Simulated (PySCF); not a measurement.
**SiHBr (SMILES [SiH]Br) at 5 levels**

We compute a comparison of 5 runs (MP2/cc-pVDZ, MP2/cc-pV(D+d)Z, MP2/cc-pVTZ, MP2/cc-pV(T+d)Z, MP2/cc-pVQZ) of SiHBr. Input form: a Python script.

Program for the calculation: PySCF 2.14.0.

### 1 Starting point

SiHBr: 3 atoms, total charge 0, spin state singlet. As SMILES, `[SiH]Br`. The shape is that of a PBE0-D4/def2-TZVP optimisation.

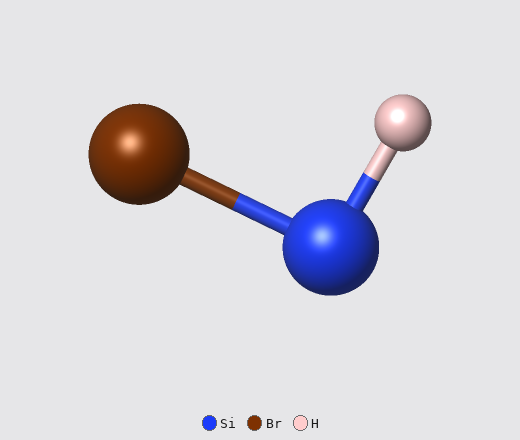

Viewed from a chosen angle; silicon blue, bromine brown, hydrogen pink.

### 2 A single-point energy at MP2/cc-pVDZ (run 1)

Input file calc.py:

```python
from pyscf import gto, scf, mp

mol = gto.Mole()
mol.atom = 'Si -0.624700 0.521900 -0.296100; Br 1.340900 0.401500 0.781400; H -0.727100 -0.988300 -0.498600'
mol.charge = 0
mol.max_memory = 1860
mol.basis = 'cc-pvdz'
mol.verbose = 4
mol.build()

mf = scf.RHF(mol)
mf.conv_tol = 1e-10
mf.kernel()
if not mf.converged:
    mf = mf.newton().run(mf.mo_coeff, mf.mo_occ)

pt = mp.MP2(mf, frozen=14).run()
e_tot = pt.e_tot
print(f'total energy: {e_tot:.8f} hartree')
```

Run with:

```sh
$ OMP_NUM_THREADS=1 python calc.py
```

Standard output:

```text
PySCF version 2.14.0

[... 57 lines left out ...]
converged SCF energy = -2861.89307331014
[... 1 line left out ...]
******** <class 'pyscf.mp.mp2.RMP2'> ********
nocc = 11, nmo = 36
frozen orbitals 14
E(RMP2) = -2862.10140740428  E_corr = -0.208334094136755
E(SCS-RMP2) = -2862.09895098092  E_corr = -0.205877670772904
E_corr(same-spin) = -0.0509114332975408
E_corr(oppo-spin) = -0.157422660839214
total energy: -2862.10140740 hartree
```

It took 1.1 s on 1 thread of Arm Neoverse V1, shared host; peak memory 0.12 GiB.

### 3 A single-point energy at MP2/cc-pV(D+d)Z (run 2)

Input file geometry.xyz:

```xyz
3
BrHSi
Si    -0.624700     0.521900    -0.296100
Br     1.340900     0.401500     0.781400
H     -0.727100    -0.988300    -0.498600
```

Input file job.py:

```python
from pyscf import gto, mp

system = gto.M(
    atom='geometry.xyz',
    spin=0,
    basis='cc-pv(d+d)z',
    verbose=3,
    max_memory=1860,
)

calc0 = system.RHF()
calc0.conv_tol = 1e-10
calc0.kernel()
if not calc0.converged:
    calc0 = calc0.newton().run(calc0.mo_coeff, calc0.mo_occ)

pt = mp.MP2(calc0, frozen=14).run()
e_final = pt.e_tot
print(f'total energy: {e_final:.8f} hartree')
```

Run with:

```sh
$ OMP_NUM_THREADS=1 python job.py
```

Standard output:

```text
converged SCF energy = -2861.89672607315
E(RMP2) = -2862.1054692154  E_corr = -0.208743142245788
E(SCS-RMP2) = -2862.10308683354  E_corr = -0.206360760383563
total energy: -2862.10546922 hartree
```

Run time: 1.4 s. Hardware: 1 thread of Arm Neoverse V1, shared host; peak memory 0.14 GiB.

Run 3 isn't shown in full; the table further down has it.

### 4 A single-point energy at MP2/cc-pV(T+d)Z (run 4)

Input file calc.py:

```python
from pyscf import gto, scf, mp

system = gto.M(
    atom=[
    ('Si', (-0.624700, 0.521900, -0.296100)),
    ('Br', (1.340900, 0.401500, 0.781400)),
    ('H', (-0.727100, -0.988300, -0.498600)),
],
    spin=0,
    charge=0,
    verbose=3,
    basis='cc-pv(t+d)z',
    max_memory=1860,
)

myscf = scf.RHF(system)
myscf.conv_tol = 1e-10
myscf.kernel()
if not myscf.converged:
    myscf = myscf.newton().run(myscf.mo_coeff, myscf.mo_occ)

pt = mp.MP2(myscf, frozen=14).run()
energy = pt.e_tot
print(f'total energy: {energy:.8f} hartree')
```

Run with:

```sh
$ OMP_NUM_THREADS=1 python calc.py
```

Standard output:

```text
converged SCF energy = -2861.98452201083
E(RMP2) = -2862.30862162249  E_corr = -0.324099611663483
E(SCS-RMP2) = -2862.30169368819  E_corr = -0.317171677358334
total energy: -2862.30862162 hartree
```

Wall time 3.9 s (1 thread of Arm Neoverse V1, shared host); peak memory 0.23 GiB.

### 5 A single-point energy at MP2/cc-pVQZ (run 5)

Input file job.py:

```python
from pyscf import gto, mp

mol = gto.Mole()
mol.atom = [
    ('Si', (-0.624700, 0.521900, -0.296100)),
    ('Br', (1.340900, 0.401500, 0.781400)),
    ('H', (-0.727100, -0.988300, -0.498600)),
]
mol.max_memory = 1860
mol.basis = 'cc-pvqz'
mol.verbose = 3
mol.charge = 0
mol.build()

mf = mol.RHF()
mf.conv_tol = 1e-10
mf.kernel()
if not mf.converged:
    mf = mf.newton().run(mf.mo_coeff, mf.mo_occ)

pt = mp.MP2(mf, frozen=14).run()
e_tot = pt.e_tot
print(f'total energy: {e_tot:.8f} hartree')
```

Run with:

```sh
$ OMP_NUM_THREADS=1 python job.py
```

Standard output:

```text
converged SCF energy = -2861.98911129501
E(RMP2) = -2862.39555643227  E_corr = -0.406445137260135
E(SCS-RMP2) = -2862.38468566607  E_corr = -0.395574371063694
total energy: -2862.39555643 hartree
```

Run time: 15 s. Hardware: 1 thread of Arm Neoverse V1, shared host; peak memory 0.84 GiB.

### 6 All runs side by side

| run | level | energy (Eh) | dipole moment (D) of the reference | HOMO energy (eV) | LUMO energy (eV) | wall time |
| --- | --- | --- | --- | --- | --- | --- |
| 1 | MP2/cc-pVDZ | -2862.101407 | 1.51 | -9.38 | 0.14 | 1.1 s |
| 2 | MP2/cc-pV(D+d)Z | -2862.105469 | 1.51 | -9.40 | 0.15 | 1.4 s |
| 3 | MP2/cc-pVTZ | -2862.306941 | 1.40 | -9.42 | 0.11 | 2.9 s |
| 4 | MP2/cc-pV(T+d)Z | -2862.308622 | 1.39 | -9.43 | 0.11 | 3.9 s |
| 5 | MP2/cc-pVQZ | -2862.395556 | 1.37 | -9.43 | 0.01 | 15 s |

Convergence of the dipole moment (Hartree–Fock density) of singlet SiHBr with the basis set, against the last point:

```
  basis set  from the last (D)  wall time
    cc-pVDZ            +0.1379      1.1 s
cc-pV(D+d)Z            +0.1409      1.4 s
    cc-pVTZ            +0.0263      2.9 s
cc-pV(T+d)Z            +0.0232      3.9 s
    cc-pVQZ            +0.0000       15 s
```

Convergence of the HOMO energy (Hartree–Fock orbitals) of singlet SiHBr with the basis set, against the last point:

| basis set | from the last (eV) | wall time |
| --- | --- | --- |
| cc-pVDZ | +0.0477 | 1.1 s |
| cc-pV(D+d)Z | +0.0315 | 1.4 s |
| cc-pVTZ | +0.0115 | 2.9 s |
| cc-pV(T+d)Z | +0.0023 | 3.9 s |
| cc-pVQZ | +0.0000 | 15 s |

### 7 Outcome

| quantity | value |
| --- | --- |
| run 5: total energy | -2862.39556 Eh |
| run 5: dipole moment (Hartree–Fock density) | 1.37 D |
| run 5: HOMO energy (Hartree–Fock orbitals) | -9.43 eV |
| run 5: LUMO energy (Hartree–Fock orbitals) | 0.01 eV |
| run 5: HOMO–LUMO gap (Hartree–Fock orbitals) | 9.44 eV |
| run 5: correlation energy (14 core orbitals frozen) | -406.4 mEh |

What this shows: For the dipole moment (Hartree–Fock density) of singlet SiHBr to stay within 0.05 D of the last point, cc-pVTZ is the first point of the series from which all later ones do (2.9 s against 15 s). For the HOMO energy (Hartree–Fock orbitals) of singlet SiHBr to stay within 0.02 eV of the last point, cc-pVTZ is the first point of the series from which all later ones do (2.9 s against 15 s). For the HOMO energy (Hartree–Fock orbitals) of singlet SiHBr to stay within 0.005 eV of the last point, cc-pV(T+d)Z is the first point of the series from which all later ones do (3.9 s against 15 s). Over the runs the total energy spans 8.004 eV. All runs together took 24 s, the longest 15 s.
